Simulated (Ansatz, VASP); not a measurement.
## Al2O3 in two plane-wave programs

Wanted: the spread between two codes on one cell, functional and k mesh.

Main program and level: Ansatz 0.2.0; plane waves, with VASP 6.6.1 beside it; single point at LDA.

## Step 1: Set-up

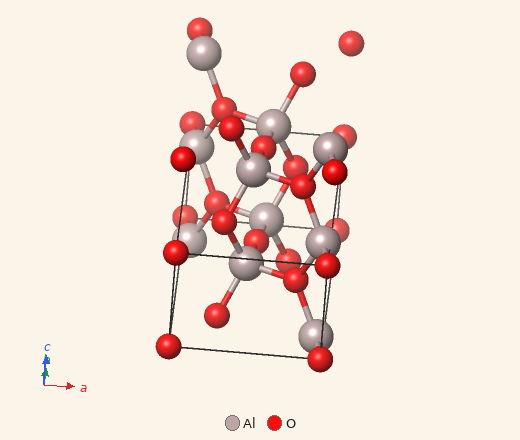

The cell as given, slightly off an axis (aluminium light grey, oxygen red). 1×1×2 cells are drawn. Bonds to atoms that aren't drawn are left out. Some periodic images of atoms are drawn too.

Coordinates:

```cif
data_structure
_symmetry_space_group_name_H-M 'P 1'
_symmetry_Int_Tables_number 1
_cell_length_a 4.6138
_cell_length_b 9.5633
_cell_length_c 3.1199
_cell_angle_alpha 90.000
_cell_angle_beta 90.000
_cell_angle_gamma 90.000
_cell_volume 137.66
loop_
_atom_site_label
_atom_site_type_symbol
_atom_site_fract_x
_atom_site_fract_y
_atom_site_fract_z
_atom_site_occupancy
Al1 Al 0.04726 0.82664 0.00000 1
Al2 Al 0.95274 0.17336 0.00000 1
Al3 Al 0.54726 0.67336 0.50000 1
Al4 Al 0.45274 0.32664 0.50000 1
O5 O 0.50000 0.50000 0.50000 1
O6 O 0.21039 0.76830 0.50000 1
O7 O 0.28961 0.26830 0.00000 1
O8 O 0.71039 0.73170 0.00000 1
O9 O 0.00000 0.00000 0.00000 1
O10 O 0.78961 0.23170 0.50000 1
```

## Step 2: VASP: single point, LDA

With cell and atoms fixed, the geometry can't cause a difference; cores, projectors, grids and the points listed under the comparison can.

Lines of VASP's logs that name or quote its potential files are left out, and so is its time.

INCAR reads:

```
SYSTEM = Al2O3
PREC = Accurate
ENCUT = 520
EDIFF = 1E-07
NELM = 100
ISMEAR = 0
SIGMA = 0.01
LREAL = .FALSE.
ALGO = Normal
GGA = CA
NBANDS = 34
LORBIT = 11
LWAVE = .FALSE.
LCHARG = .FALSE.
KPAR = 4
```

POSCAR reads:

```
Al2O3
1.0
    4.6137770000      0.0000000000      0.0000000000
    0.0000000000      9.5632790000      0.0000000000
    0.0000000000      0.0000000000      3.1198620000
Al O
4 6
Direct
    0.0472582104      0.8266388528      0.0000000000
    0.9527417896      0.1733611472      0.0000000000
    0.5472582104      0.6733611472      0.5000000000
    0.4527417896      0.3266388528      0.5000000000
    0.5000000000      0.5000000000      0.5000000000
    0.2103891546      0.7682982375      0.5000000000
    0.2896108454      0.2682982375      0.0000000000
    0.7103891546      0.7317017625      0.0000000000
    0.0000000000      0.0000000000      0.0000000000
    0.7896108454      0.2317017625      0.5000000000
```

KPOINTS reads:

```
Automatic mesh
0
Gamma
5 3 7
0 0 0
```

PAW data sets: Al and O (PBE family, release 64).

On the command line:

```bash
> mpirun -np 4 vasp_std
```

Numbers of over 12 decimals in the logs are rounded to 6 here.

What it wrote:

```text
[banner, memory and clock lines left out]
running    4 mpi-ranks, on    1 nodes
 distrk:  each k-point on    1 cores,    4 groups
 distr:  one band on    1 cores,    1 groups

 POSCAR found type information on POSCAR AlO
 POSCAR found :  2 types and      10 ions
|                                                                             |
|               ----> ADVICE to this user running VASP <----                  |
|                                                                             |
|     You enforced a specific xc type in the INCAR file but a different       |
|     [... a line on the potential file left out ...]
|     I HOPE YOU KNOW WHAT YOU ARE DOING!                                     |
|                                                                             |

 LDA part: xc-table for (Slater(with rela. corr.)+CA(PZ))
 , standard interpolation
 POSCAR, INCAR and KPOINTS ok, starting setup
 FFT: planning ... GRIDC
 FFT: planning ... GRID_SOFT
 FFT: planning ... GRID
 WAVECAR not read
 entering main loop
       N       E                     dE             d eps       ncg     rms          rms(c)
DAV:   1     0.252008850055E+03    0.25201E+03   -0.22954E+04  1632   0.126E+03
DAV:   2    -0.705617215041E+02   -0.32257E+03   -0.30802E+03  2176   0.276E+02
DAV:   3    -0.921507577938E+02   -0.21589E+02   -0.21464E+02  2064   0.766E+01
DAV:   4    -0.924073378076E+02   -0.25658E+00   -0.25637E+00  1976   0.940E+00
DAV:   5    -0.924114387894E+02   -0.41010E-02   -0.40997E-02  2004   0.118E+00    0.191E+01
DAV:   6    -0.812835189217E+02    0.11128E+02   -0.44375E+01  1838   0.341E+01    0.679E+00
DAV:   7    -0.810384499984E+02    0.24507E+00   -0.98433E-01  1834   0.545E+00    0.373E+00
DAV:   8    -0.808566672812E+02    0.18178E+00   -0.13781E-01  2020   0.258E+00    0.108E+00
DAV:   9    -0.808371112539E+02    0.19556E-01   -0.26676E-02  2072   0.124E+00    0.257E-01
DAV:  10    -0.808384609813E+02   -0.13497E-02   -0.42255E-03  1766   0.340E-01    0.192E-01
DAV:  11    -0.808390941721E+02   -0.63319E-03   -0.16650E-03  1808   0.245E-01    0.656E-02
DAV:  12    -0.808390473307E+02    0.46841E-04   -0.40777E-04  1992   0.132E-01    0.153E-02
DAV:  13    -0.808390607994E+02   -0.13469E-04   -0.74515E-05  1750   0.466E-02    0.994E-03
DAV:  14    -0.808390623635E+02   -0.15640E-05   -0.87323E-06  1880   0.173E-02    0.258E-03
DAV:  15    -0.808390624002E+02   -0.36702E-07   -0.34549E-07  1966   0.335E-03
   1 F= -.80839062E+02 E0= -.80839062E+02  d E =-.452077E-41
```

Parts of OUTCAR (step 2):

```text
ion  position               nearest neighbor table
   1  0.047  0.827  0.000-   9 1.67   8 1.80   6 1.82   6 1.82   3 3.15   3 3.15   3 3.15   3 3.15
                             2 3.34
   2  0.953  0.173  0.000-   9 1.67   7 1.80  10 1.82  10 1.82   4 3.15   4 3.15   4 3.15   4 3.15
                             1 3.34
   3  0.547  0.673  0.500-   5 1.67   6 1.80   8 1.82   8 1.82   1 3.15   1 3.15   1 3.15   1 3.15
                             4 3.34
   4  0.453  0.327  0.500-   5 1.67  10 1.80   7 1.82   7 1.82   2 3.15   2 3.15   2 3.15   2 3.15
                             3 3.34
   5  0.500  0.500  0.500-   3 1.67   4 1.67
   6  0.210  0.768  0.500-   3 1.80   1 1.82   1 1.82
   7  0.290  0.268  0.000-   2 1.80   4 1.82   4 1.82
   8  0.710  0.732  0.000-   1 1.80   3 1.82   3 1.82
   9  0.000  0.000  0.000-   1 1.67   2 1.67
  10  0.790  0.232  0.500-   4 1.80   2 1.82   2 1.82

  LATTYP: Found a simple orthorhombic cell.
 ALAT       =     3.1198620000
 B/A-ratio  =     1.4788400897
 C/A-ratio  =     3.0652891057

 Subroutine GETGRP returns: Found  8 space group operations
 (whereof  4 operations were pure point group operations)

The static configuration has the point symmetry C_2h.
 The point group associated with its full space group is D_2h.

 Found     24 irreducible k-points:

   k-points           NKPTS =     24   k-points in BZ     NKDIM =     24   number of bands    NBANDS=     34

   dimension x,y,z NGX =    36 NGY =   72 NGZ =   24
   dimension x,y,z NGXF=    72 NGYF=  144 NGZF=   48

   ENCUT  =  520.0 eV  38.22 Ry    6.18 a.u.   8.58 17.78  5.80*2*pi/ulx,y,z

   NELECT =      48.0000    total number of electrons

 k-points in reciprocal lattice and weights: Automatic mesh
   0.00000000  0.00000000  0.00000000       0.010
   0.20000000  0.00000000  0.00000000       0.019
   0.40000000  0.00000000  0.00000000       0.019
   0.00000000  0.33333333  0.00000000       0.019
   0.20000000  0.33333333  0.00000000       0.038
   0.40000000  0.33333333  0.00000000       0.038
   0.00000000  0.00000000  0.14285714       0.019
   0.20000000  0.00000000  0.14285714       0.038
   0.40000000  0.00000000  0.14285714       0.038
[...]
0.20000000  0.33333333  0.42857143       0.076
   0.40000000  0.33333333  0.42857143       0.076

 average (electrostatic) potential at core
       1 -75.8828       2 -75.8828       3 -75.8828       4 -75.8828       5 -70.6941
       6 -72.5179       7 -72.5179       8 -72.5179       9 -70.6941      10 -72.5179

 E-fermi :   1.6166

 k-point     1 :       0.0000    0.0000    0.0000
  band No.  band energies     occupation
    ...
     20       0.0630      2.00000
     21       0.4128      2.00000
     22       1.1737      2.00000
     23       1.4481      2.00000
     24       1.5242      2.00000
     25       4.8517      0.00000
     26       6.3725      0.00000
     27       7.4515      0.00000
     28       7.9320      0.00000
     29       7.9495      0.00000
    ...

 k-point     2 :       0.2000    0.0000    0.0000
  band No.  band energies     occupation
    ...
     20      -0.2460      2.00000
     21       0.4286      2.00000
     22       1.0557      2.00000
     23       1.4591      2.00000
     24       1.5202      2.00000
     25       5.4358      0.00000
     26       6.7992      0.00000
     27       7.6084      0.00000
     28       8.0210      0.00000
     29       8.1931      0.00000
    ...

 k-point     3 :       0.4000    0.0000    0.0000
  band No.  band energies     occupation
    ...
     20      -0.7116      2.00000
     21       0.5379      2.00000
     22       0.7847      2.00000
     23       1.4837      2.00000
     24       1.5067      2.00000
     25       6.6829      0.00000
     26       7.5621      0.00000
     27       7.7556      0.00000
     28       7.8420      0.00000
     29       8.7935      0.00000
    ...

  Total       -1.7345401     -0.0459384     -8.4326666      0.0000000      0.0000000      0.0000000
  in kB      -20.1881315     -0.5346722    -98.1469265      0.0000000      0.0000000      0.0000000
  external PRESSURE =     -39.6232434 kB  Pullay stress =       0.0000000 kB

  energy-cutoff  :      520.00
  volume of cell :      137.66
      direct lattice vectors                 reciprocal lattice vectors
     4.613777000  0.000000000  0.000000000     0.216742162  0.000000000  0.000000000
     0.000000000  9.563279000  0.000000000     0.000000000  0.104566645  0.000000000
     0.000000000  0.000000000  3.119862000     0.000000000  0.000000000  0.320526998

 POSITION                                       TOTAL-FORCE (eV/Angst)
 -----------------------------------------------------------------------------------
      0.21804      7.90538      0.00000         0.025146     -0.026601      0.000000
      4.39574      1.65790      0.00000        -0.025146      0.026601     -0.000000
      2.52493      6.43954      1.55993         0.025146      0.026601      0.000000
      2.08885      3.12374      1.55993        -0.025146     -0.026601     -0.000000
      2.30689      4.78164      1.55993        -0.000000     -0.000000      0.000000
      0.97069      7.34745      1.55993        -0.018975      0.003802     -0.000000
      1.33620      2.56581      0.00000         0.018975      0.003802      0.000000
      3.27758      6.99747      0.00000        -0.018975     -0.003802     -0.000000
      0.00000      0.00000      0.00000        -0.000000     -0.000000      0.000000
      3.64309      2.21583      1.55993         0.018975     -0.003802      0.000000
 -----------------------------------------------------------------------------------
    total drift:                               -0.000000      0.000000      0.000000

  FREE ENERGIE OF THE ION-ELECTRON SYSTEM (eV)
  ---------------------------------------------------
  free  energy   TOTEN  =       -80.8390624002 eV

  energy  without entropy=      -80.8390624002  energy(sigma->0) =      -80.83906240

 total charge
# of ion       s       p       d       tot
------------------------------------------
    1        0.340   0.443   0.000   0.784
    2        0.340   0.443   0.000   0.784
    3        0.340   0.443   0.000   0.784
    4        0.340   0.443   0.000   0.784
    5        1.536   3.610   0.000   5.146
    6        1.531   3.608   0.000   5.138
    7        1.531   3.608   0.000   5.138
    8        1.531   3.608   0.000   5.138
    9        1.536   3.610   0.000   5.146
   10        1.531   3.608   0.000   5.138
--------------------------------------------------
tot         10.557  23.424   0.000  33.981

[... 3 further parts left out ...]
```

The run ends at a pressure of -3.96 GPa, with forces up to 0.037 eV/Å.

## Step 3: Ansatz: single point, LDA

Ansatz runs on its default PAW (the set named soft_2) files.

The same cell, functional (in two slightly different forms), mesh and smearing now go to Ansatz, which takes its cutoff from its data sets.

input.yaml reads:

```yaml
crystal:
  lattice:
    - [4.613777, 0.0, 0.0]
    - [0.0, 9.563279, 0.0]
    - [0.0, 0.0, 3.119862]
  atoms:
    - { symbol: Al, position: [0.0472582104, 0.8266388528, 0.0] }
    - { symbol: Al, position: [0.9527417896, 0.1733611472, 0.0] }
    - { symbol: Al, position: [0.5472582104, 0.6733611472, 0.5] }
    - { symbol: Al, position: [0.4527417896, 0.3266388528, 0.5] }
    - { symbol: O, position: [0.5, 0.5, 0.5] }
    - { symbol: O, position: [0.2103891546, 0.7682982375, 0.5] }
    - { symbol: O, position: [0.2896108454, 0.2682982375, 0.0] }
    - { symbol: O, position: [0.7103891546, 0.7317017625, 0.0] }
    - { symbol: O, position: [0.0, 0.0, 0.0] }
    - { symbol: O, position: [0.7896108454, 0.2317017625, 0.5] }
hamiltonian:
  xc: lda
  pseudopotentials: { kind: paw }
kpoints:
  mp_grid: { grid: [5, 3, 7] }
scf:
  occupations: { method: gaussian, width: 0.01 }
  n_extra_bands: 6
output:
  forces: true
  stress: true
  eigenvalues: true
```

On the command line:

```bash
> ansatz run input.yaml --threads 4 --pin off --max-ram 9216MiB --backend cpu --events-out ev --progress --plain --runs-dir out
```

What it wrote:

```text
scf.n_extra_bands = 6 over 24 filled bands (N_el = 48.0): the run solves 30 bands
Engine: ansatz 0.2.0, aarch64-unknown-linux-gnu
Pseudopotentials: kind: paw
Pseudopotential: Al, paw, valence charge 3, recommended cutoff 420 eV (normal), Al.paw.azcp
Pseudopotential: O, paw, valence charge 6, recommended cutoff 420 eV (normal), O.paw.azcp
Functional definition: SPW92
  exchange = slater_x
  correlation = pw_c
Crystal: 10 atoms, lattice volume = 137.657 Å³
Basis set: ecut = 420 eV, 2707 PW (Γ)
Bands: 30, of which v1, the nominal top of the filled ones, is band 24 counted from 1 (23 counted from 0)
Symmetry: 8 space group operations
Space group: Pnnm (ITA 58), of the structure as read, at distance tolerance 5.2e-5 Å
k-points: 24 of 105
Non-local potential: Al, projectors of the file, l = 0: 2, l = 1: 2, l = 2: 1
Non-local potential: O, projectors of the file, l = 0: 2, l = 1: 2, l = 2: 1
PAW form: soft (Blöchl's): semilocal exchange-correlation on the pseudo side does not see the compensation charge
PAW frozen core: Al, regenerated for the run's functional, and the local potential with it (the file was generated under x = pbe(κ = 0.804, μ = 0.219515), c = pbe(β = 0.066725))
PAW frozen core: O, regenerated for the run's functional, and the local potential with it (the file was generated under x = pbe(κ = 0.804, μ = 0.219515), c = pbe(β = 0.066725))
PAW one-centre angular grid: Al, 110 points (default); XC on 64 Gauss nodes
PAW one-centre angular grid: O, 110 points (default); XC on 64 Gauss nodes
Initial density: superposition of atomic densities (neutral atoms: chi_scale 0, normalization atom), corrected by the library's trained network
Initial wavefunctions: pseudopotential atomic-orbital guess
Functional: x = slater, c = lda
SCF iter   1: F=—  HF=-5397.620140 eV  |F-HF|=—  |Δ(HF+E_count)|=         —  Δρ=1.34e-2  dr2=2.40e-1  ethr=1.77e-3  ⟨swp⟩=7.7  Hψ=3779  notcnv=0
preconditioner: auto → Resta (q_TF=auto, 2.289 Å⁻¹)  ε∞=3.6  [insulator: Δε(μ)=3.167 eV  Ē_g=13.667 eV  σ=0.010 eV  W_gap=1.00  n_scr=22 (ndim 8)  ℏωp=21.9 eV  f_vac=0.149  D(μ)=0.00/eV (n_scr^D=0)  ε∞_Penn≈3.6]
SCF iter   2: F=—  HF=-5397.552454 eV  |F-HF|=—  |Δ(HF+E_count)|=   6.77e-2  Δρ=3.87e-3  dr2=7.78e-3  ethr=5.00e-4  ⟨swp⟩=2.1  Hψ=1443  notcnv=0  defer=37
SCF iter   3: F=—  HF=-5397.550942 eV  |F-HF|=—  |Δ(HF+E_count)|=   1.51e-3  Δρ=1.66e-3  dr2=2.84e-3  ethr=1.62e-5  ⟨swp⟩=2.5  Hψ=1241  notcnv=0  defer=37
SCF iter   4: F=—  HF=-5397.550913 eV  |F-HF|=—  |Δ(HF+E_count)|=   2.84e-5  Δρ=1.08e-3  dr2=1.31e-3  ethr=5.92e-6  ⟨swp⟩=2.3  Hψ=1066  notcnv=0  defer=37
SCF iter   5: F=—  HF=-5397.550687 eV  |F-HF|=—  |Δ(HF+E_count)|=   2.26e-4  Δρ=2.10e-4  dr2=9.96e-5  ethr=2.73e-6  ⟨swp⟩=2.5  Hψ=1212  notcnv=0  defer=37
SCF iter   6: F=—  HF=-5397.550741 eV  |F-HF|=—  |Δ(HF+E_count)|=   5.36e-5  Δρ=4.49e-5  dr2=5.31e-6  ethr=2.07e-7  ⟨swp⟩=2.3  Hψ=1018  notcnv=0  defer=37
SCF iter   7: F=-5397.550743 eV  HF=-5397.550743 eV  |F-HF|=2.75e-8  |Δ(HF+E_count)|=   2.29e-6  Δρ=5.78e-6  dr2=7.96e-8  ethr=2.08e-10  ⟨swp⟩=9.0  Hψ=3957  notcnv=0
SCF 1 converged in 7 iterations: F = -5397.550743 eV  dr2 = 7.96e-8
  greatest PAW one-centre occupation: 0.855 electrons in one spin orbital (limit 2), on the O atom at site 4 (counted from 0), in its partial waves of l = 0
SCF converged after 7 iterations
Free energy (F): -5397.550743 eV
Harris-Foulkes:  -5397.550743 eV  (|F-HF|=2.75e-8)
Internal energy: -5397.550743 eV  (E = F + TS)
E sigma→0 (E₀):  -5397.550743 eV
Fermi energy:    4.156014 eV
--- Per-component energies (eV) ---
  E_band       = -203.676359
  E_kinetic    = 1158.851952
  E_local      = -3056.457035  (includes V_loc(G=0)·N_el)
  E_nonlocal   = 342.011528
  E_hartree    = 1137.253657
  E_xc         = -595.114837
  E_vxc        = -680.053903  (∫ρ·V_xc dr)
  E_paw        = -2661.360136  (= ΣΔE_a)
  E_vpaw       = -242.554917  (= ΣTr[D̂ρ^β])
  E_aug_tail   = 0.015430  (compensation charges beyond the density's cutoff)
  E_ewald      = -1723.555697
  E_core_change = 0.804395  (= ΣΔE_core)
  E_smearing   = -0.000000  (= −TS)
  E_closure    = -0.000000  (closes the sum)
  Σ components = -5397.550743   (vs F -5397.550743, Δ=0.00e0)
--- Forces (eV/Å), atoms counted from 1 ---
  atom   1  Al    -0.01309608     0.07941926     0.00000000
  atom   2  Al     0.01309608    -0.07941926     0.00000000
  atom   3  Al    -0.01309608    -0.07941926     0.00000000
  atom   4  Al     0.01309608     0.07941926     0.00000000
  atom   5  O      0.00000000     0.00000000     0.00000000
  atom   6  O     -0.00772914     0.00704009     0.00000000
  atom   7  O      0.00772914     0.00704009     0.00000000
  atom   8  O     -0.00772914    -0.00704009     0.00000000
  atom   9  O     -0.00000000     0.00000000     0.00000000
  atom  10  O      0.00772914    -0.00704009     0.00000000
  max |Σ_I F_I| component: 2.60e-18 eV/Å
--- Stress (GPa, compression-positive) ---
       -2.779459       0.000000       0.000000
        0.000000      -1.967657       0.000000
        0.000000       0.000000     -10.668752
  P = ⅓ Tr σ = -5.1386 GPa (-51.386 kbar)
--- Band table (eV; the first three rows and the last of 24) ---
  k-point 0: bands = [... 20 lower, 1.3811, 2.1443, 2.4111, 2.4864, 5.8256, 7.3423, 8.4484, 8.9129, ... 2 higher]
  k-point 1: bands = [... 20 lower, 1.4639, 2.0547, 2.1136, 2.2111, 6.5276, 7.8760, 8.9498, 9.2550, ... 2 higher]
  k-point 2: bands = [... 20 lower, 1.5495, 1.6365, 1.7003, 2.0136, 7.9827, 8.8704, 9.3905, 10.2638, ... 2 higher]
  k-point 23: bands = [... 20 lower, 1.2513, 1.3351, 1.7899, 1.8702, 9.5534, 9.5726, 10.1944, 10.4308, ... 2 higher]
```

Wall time 2.2 s (4 threads of Arm Neoverse V2, shared host); peak memory 0.42 GiB.

The column dr2 measures how far the density is from self-consistency, as an energy; F and HF (Harris–Foulkes) agree once it is small.

The run ends at a pressure of -5.14 GPa, with forces up to 0.080 eV/Å.

## Step 4: Comparison

Known differences besides the PAW data sets themselves: the two LDA forms differ slightly; the cutoff is 420 eV in Ansatz and 520 eV in VASP; Ansatz makes its cores anew for this functional, VASP keeps those of its PBE data sets. Total energies have different zeros and are not compared.

The two programs side by side:

```
              quantity  Ansatz   VASP  difference
        pressure (GPa)   -5.14  -3.96       -1.18
gap on the k mesh (eV)   3.339  3.328      +0.012
```

At this near-relaxed geometry the largest component of a force difference is 106 meV/Å. Ansatz's pressure holds a Pulay correction of 0.71 GPa; VASP's holds none.

## Step 5: Further runs

The difference is large enough to ask for its cause, so further runs change the set-up of one program at a time, as the table lists.

```
                                                           run  r.m.s. force difference (meV/Å)
                                                      as above                               41
cores kept as stored, as VASP does, whose cores stay as stored                               29
                      Ansatz's larger PAW set (cutoff 1050 eV)                               25
                   norm-conserving potentials (cutoff 1143 eV)                               46
```

## Step 6: Summary of results

| Item | Value |
| --- | --- |
| r.m.s. force difference (single point, LDA) | 41 meV/Å |
| difference in pressure (single point, LDA) | -1.2 GPa |

In words: The r.m.s. force difference is 41 meV/Å (single point, LDA), beyond the 12 meV/Å picked in this series as the mark of a large difference. Also far apart in the single point, LDA pair: the difference in pressure, -1.2 GPa. For single point, LDA: Ansatz's larger PAW set (cutoff 1050 eV) cuts the r.m.s. force difference from 41 to 25 meV/Å; whether that points to the cause isn't shown, since only Ansatz's side was varied. 2 further runs on this material are not shown. Differences of this kind measure data sets and numerical settings, not the functional's error against experiment.

[Lines on the potential files, build, host, timing and source positions are cut from VASP's logs without a mark.]

[Logs are printed without paths, hosts, clocks, repeated set-up lines and the standing remarks that a program may print on its own settings, such as how far it seeks lower states.]

[Hosts, paths, dates, database ids (printed as entryN), source tags and the programs' standing remarks are cut or masked in the printed files.]
